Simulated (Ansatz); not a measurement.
**SiCl4 (SMILES Cl[Si](Cl)(Cl)Cl): PBE/cc-pVDZ**

What is the energy change on altering one bond length of SiCl4 at PBE/cc-pVDZ? 

The results are computed with Ansatz 0.2.0.

43 further runs of the same task are left out: 3 that didn't finish, 40 set aside as unsound or not needed.

### 1 The structure to begin with

The species is SiCl4 (5 atoms), meant as a singlet with charge 0. SMILES: `Cl[Si](Cl)(Cl)Cl`. The coordinates come from a PBE0-D4/def2-TZVP relaxation.

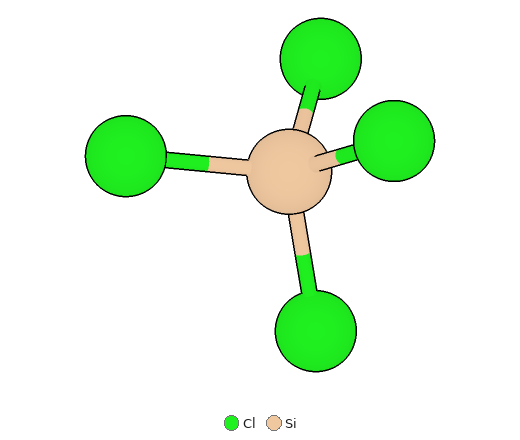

Viewed from a chosen angle; chlorine green, silicon light orange.

### 2 The energy at PBE/cc-pVDZ

run.yaml reads:

```yaml
crystal:
  periodic: [false, false, false]
  atoms:
    - {symbol: Cl, position_ang: [-0.962600, -0.087600, 1.762300]}
    - {symbol: Si, position_ang: [0.010000, -0.014700, -0.008300]}
    - {symbol: Cl, position_ang: [1.655400, -1.185900, 0.078100]}
    - {symbol: Cl, position_ang: [-1.212100, -0.676900, -1.476100]}
    - {symbol: Cl, position_ang: [0.559300, 1.891400, -0.397500]}
basis:
  gaussian: {orbitals: cc-pVDZ}
hamiltonian: {xc: {name: PBE}}
accuracy: high
output: {orbitals: {seedname: orbitals}}
```

Started as:

```sh
$ ansatz run run.yaml --threads 1 --pin off --max-ram 3480MiB --events-out events.jsonl --progress --plain --runs-dir runs
```

Standard output:

```text
Warning: RAYON_NUM_THREADS=1 ignored (pool sized by the plan → 1); use --threads N
Functional definition: PBE
  name "PBE"
  parameter kappa = 0.804
  parameter beta = 0.06672455060314922
  exchange = pbe_x(kappa = kappa, mu = beta*pi^2/3)
  correlation = pbe_c(beta = beta)
2011 factors; integrals over basis functions are off by at most 3.0e-9 eV
mean field evaluation 1: about -57948.6433 eV, gradient 1.7e1 eV
mean field evaluation 2: about -57948.5540 eV, gradient 1.9e1 eV
mean field evaluation 4: about -57949.4293 eV, gradient 3.6e-1 eV
mean field evaluation 8: about -57949.4220 eV, gradient 4.8e-3 eV
mean field evaluation 16: about -57949.4220 eV, gradient 4.1e-8 eV
mean field -57949.42196660 eV, -2129.6019777436 hartree, gradient 9.8e-9 eV, S^2 0.000000; 0 other end points of the search recorded, 0 dependent functions left out
reference -57949.42196941 eV, -2129.6019778470 hartree; 41, 41 occupied and 49, 49 virtual orbitals, 2011 factors
Total energy: -57949.42196941 eV, -2129.6019778470 hartree
```

It took 4.8 s on 1 thread of Intel Xeon 6975P-C (Granite Rapids), shared host; peak memory 0.25 GiB.

### 3 The distorted shape, same level

in.yaml reads:

```yaml
crystal:
  periodic: [false, false, false]
  atoms:
    - {symbol: Cl, position_ang: [-1.621766, -2.374939, 2.229344]}
    - {symbol: Si, position_ang: [-0.649166, -2.302039, 0.458744]}
    - {symbol: Cl, position_ang: [0.996234, -3.473239, 0.545144]}
    - {symbol: Cl, position_ang: [-1.871266, -2.964239, -1.009056]}
    - {symbol: Cl, position_ang: [0.559300, 1.891400, -0.397500]}
basis:
  gaussian: {orbitals: cc-pVDZ}
hamiltonian: {xc: {name: PBE}}
accuracy: high
output: {orbitals: {seedname: orbitals}}
```

Started as:

```sh
$ ansatz run in.yaml --threads 1 --pin off --max-ram 3480MiB --events-out events.jsonl --progress --plain --runs-dir runs
```

Standard output:

```text
Warning: RAYON_NUM_THREADS=1 ignored (pool sized by the plan → 1); use --threads N
Functional definition: PBE
  name "PBE"
  parameter kappa = 0.804
  parameter beta = 0.06672455060314922
  exchange = pbe_x(kappa = kappa, mu = beta*pi^2/3)
  correlation = pbe_c(beta = beta)
1926 factors; integrals over basis functions are off by at most 3.1e-9 eV
mean field evaluation 1: about -57939.8568 eV, gradient 3.0e1 eV
mean field evaluation 2: about -57706.4591 eV, gradient 1.3e2 eV
mean field evaluation 4: about -57942.2130 eV, gradient 1.8e1 eV
mean field evaluation 8: about -57942.2094 eV, gradient 1.8e1 eV
mean field evaluation 16: about -57945.1026 eV, gradient 4.6e-6 eV
mean field evaluation 32: about -57945.0755 eV, gradient 8.5e-1 eV
mean field -57945.10264687 eV, -2129.4432456714 hartree, gradient 6.5e-8 eV, S^2 0.000000; 2 other end points of the search recorded, 0 dependent functions left out
reference -57945.10265023 eV, -2129.4432457945 hartree; 41, 41 occupied and 49, 49 virtual orbitals, 1926 factors
Total energy: -57945.10265023 eV, -2129.4432457945 hartree
```

Wall time 5.4 s (1 thread of Intel Xeon 6975P-C (Granite Rapids), shared host); peak memory 0.23 GiB.

### 4 Results

At PBE/cc-pVDZ:

| quantity | value |
| --- | --- |
| first shape: total energy | -2129.60198 Eh |
| first shape: HOMO energy | -8.02 eV |
| first shape: LUMO energy | -1.49 eV |
| first shape: HOMO–LUMO gap | 6.53 eV |
| distorted shape: total energy | -2129.44325 Eh |
| energy change with the Si2–Cl5 bond stretched from 2.021 to 4.447 Å | 4.319 eV |

**Reading.** One bond (distorted shape) is far stretched, which a spin-restricted single reference describes badly; a broken-symmetry solution may lie lower. With the Si2–Cl5 bond stretched from 2.021 to 4.447 Å the energy rises by 4.32 eV (100 kcal/mol). The first shape isn't relaxed at this level, so the change isn't measured from a minimum. A restricted reference can't describe the breaking bond well at this length.
